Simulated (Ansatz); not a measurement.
**ClGeH···HF: density, localisation and related maps**

The calculation's input:

```
crystal:
  periodic: [false, false, false]
  atoms:
    - { symbol: Ge, position_ang: [-0.773211, 0.071078, 0.249473] }
    - { symbol: H, position_ang: [1.621778, -0.210863, 1.576293] }
    - { symbol: F, position_ang: [2.032472, 0.201718, 0.860658] }
    - { symbol: H, position_ang: [-0.767862, 1.095772, -0.981051] }
    - { symbol: Cl, position_ang: [-1.112778, -1.704405, -0.997374] }
basis:
  gaussian: { orbitals: def2-SVP }
hamiltonian:
  xc: pbe0
relax:
  f_tol: 0.03
  max_steps: 50
output:
  orbitals: {}
```

Command:

```sh
ansatz run input.yaml --threads 1 --pin off --max-ram 2048MiB --backend cpu --events-out ev --progress --plain --runs-dir out
```

The fields are those of the run's last geometry, not of the input's.

Level of theory: Ansatz 0.2.0, RKS PBE0/def2-SVP.

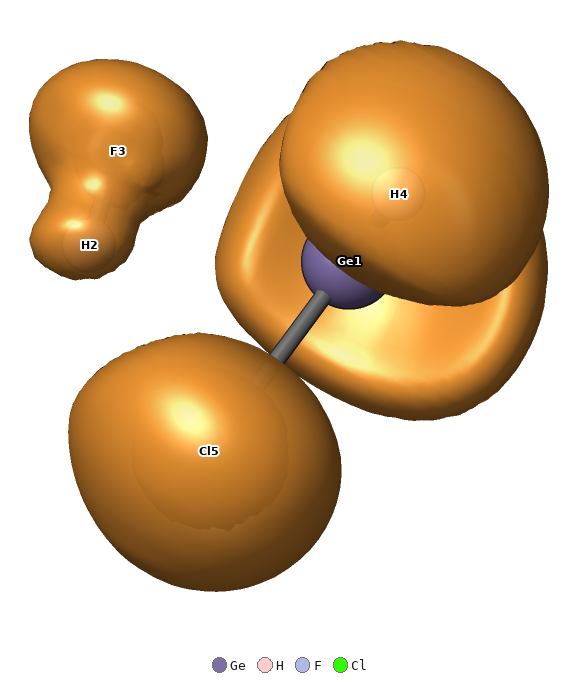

Figure 1. Isosurface of the electron localisation function at 0.75 (orange), seen at a tilt. Core shells and regions of very low density are left out.

> Where are the electrons localised?

At this value the surface marks out one region around a hydrogen nucleus, one lobe on Ge, pointing away from the bonds (lone pairs), one region wrapped around Cl (its valence shell) and one joined region spread over several atoms (F, H), in which their bonds and any lone pairs are merged. Along the contacts the grid gives the following. Ge1···F3 (2.29 Å): the ELF peaks at about 0.85 in the valence shell of F, 0.6 Å from its nucleus, and is about 0.15 at the midpoint. Ge–Cl (2.29 Å): the ELF peaks at about 0.85 in the valence shell of Cl, 0.9 Å from its nucleus, and is about 0.60 at the midpoint.

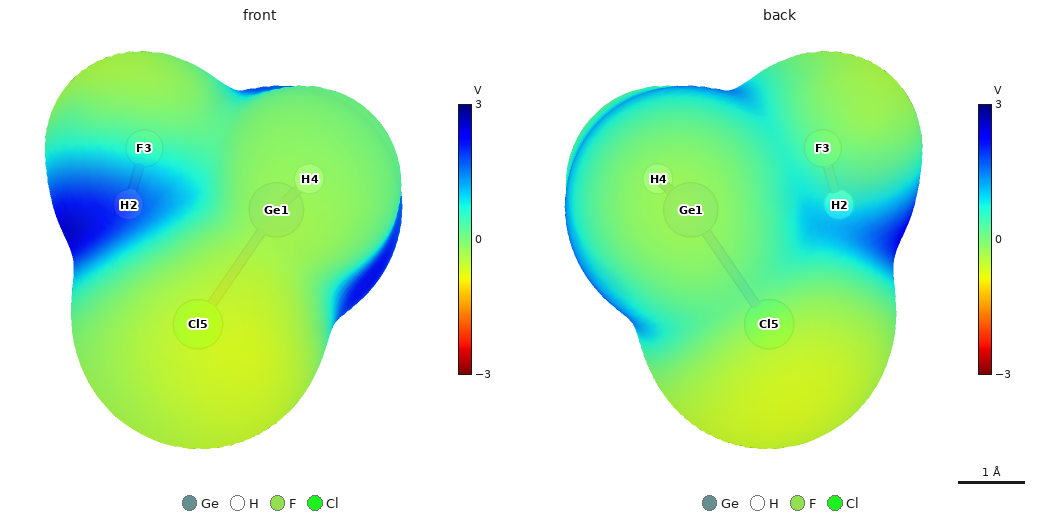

Figure 2. The electrostatic potential painted on the density surface at 0.002 e/bohr³, seen from the front and from behind; the colour scale runs from red (negative) to blue (positive).

> Where is the surface potential most negative and most positive?

The most negative region (about −0.7 V, or −16 kcal/mol for a unit charge) lies over Cl5, the most positive (about +2.5 V, or +58 kcal/mol for a unit charge) over H2.

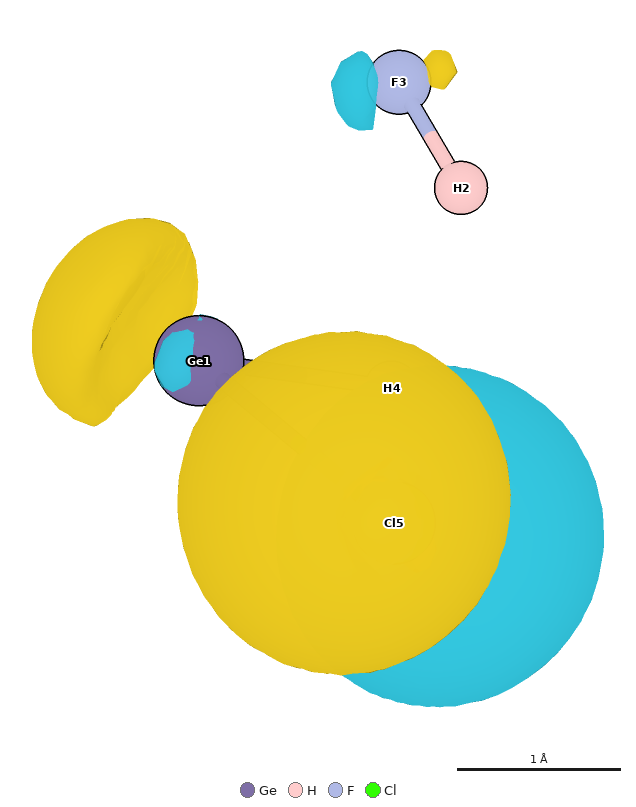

Figure 3. The HOMO−1 at ±0.15 Å⁻³ᐟ² (yellow and cyan are the two phases), seen at an oblique angle.

> What is the character of this orbital?

It lies mainly on Cl5 (about 80 %) and Ge1 (about 15 %); largely a lone pair of Cl5. Its energy is −9.09 eV.
